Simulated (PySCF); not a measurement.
**C$_{4}$H$_{6}$BrGeN: density, localisation and related maps**

Input file:

```
{"job": {"kind": "uv", "xc": "wB97X-D", "basis": "def2-SVPD", "nstates": 8, "ntriplets": 3}, "charge": 0, "multiplicity": 1}
N     -0.077152     2.387346    -1.351522
C     -0.627804     1.461302    -0.962569
C     -1.233110     0.274683    -0.472719
C     -1.083582    -0.036706     0.988210
C     -0.283604    -0.814205    -0.007443
Ge     1.666620    -0.544219    -0.191239
Br     2.418025     0.549940     1.650980
H     -2.148721    -0.006745    -0.980442
H     -0.575112     0.692336     1.607327
H     -1.911839    -0.524891     1.481580
H     -0.611783    -1.829248    -0.201550
H      2.375688    -1.881712    -0.195335
H      2.087985     0.272604    -1.383005
```

Run with:

```sh
OMP_NUM_THREADS=1 python probes_run.py task.json out
```

Geometry: GFN2-xTB.

Computed with wB97X-D/def2-SVPD, SCF density, gas phase in PySCF.

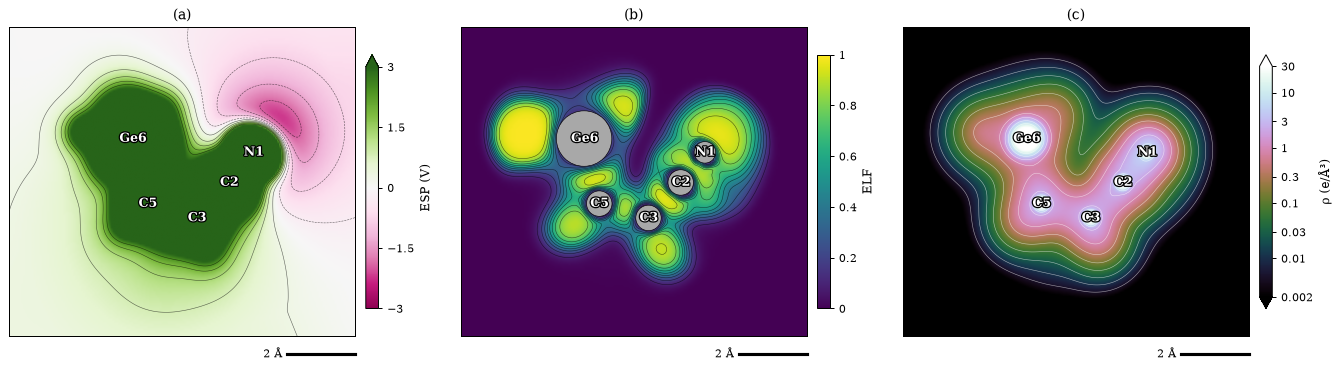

Figure 1. (a) molecular electrostatic potential; (b) electron localisation function; (c) electron density on the plane of atoms C3, C5 and Ge6. Grey discs cover the atomic cores in the ELF map.

Question: Describe what can be read from this map.

Answer: The section cuts through N, C and Ge sites.
C–N (1.15 Å): the density is about 3.6 e/Å³ at the midpoint; the ELF peaks at about 0.85 between the atoms; a multiple bond.
C–C (1.42 Å): ρ at the midpoint is about 1.9 e/Å³; the ELF peaks at about 0.95 between the atoms (a covalent bond).
C–Ge (1.98 Å): ρ is about 0.86 e/Å³ halfway; the ELF peaks at about 0.95 in the valence shell of C, 0.7 Å from its nucleus, and is about 0.70 at the midpoint.
C–C (1.52 Å): ρ is about 1.5 e/Å³ halfway; the ELF peaks at about 0.85 between the atoms, as expected for localised, covalent bonding.
The ELF also peaks beside N1, away from the bonds: lone-pair regions.
Outside the dense part of the molecule the potential is most negative (−2.2 V) near N1.

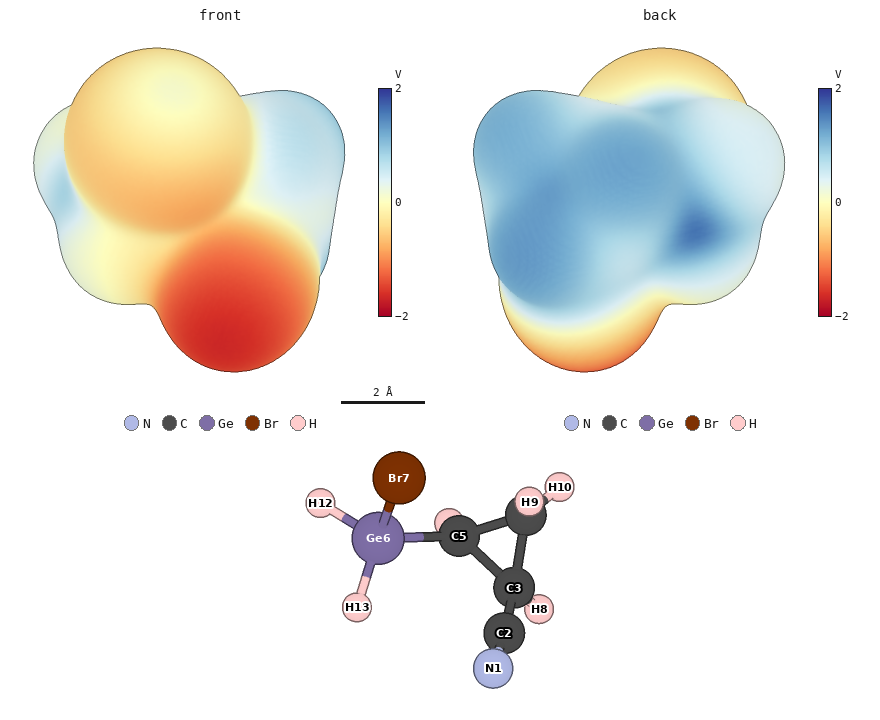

Figure 2. The molecular electrostatic potential painted on the density surface at 0.001 e/bohr³, seen from the front and from behind; the colour scale runs from red (negative) to blue (positive). The bare structure is drawn below in the same view.

Question: Where is the surface potential most negative and most positive?

Answer: The most negative region (about −1.6 V) lies over N1, the most positive (about +1.5 V) over Ge6. N1 is the likeliest acceptor of a hydrogen bond.

Question: What dipole moment does the calculation give?

Answer: Its dipole moment is 4.84 D.
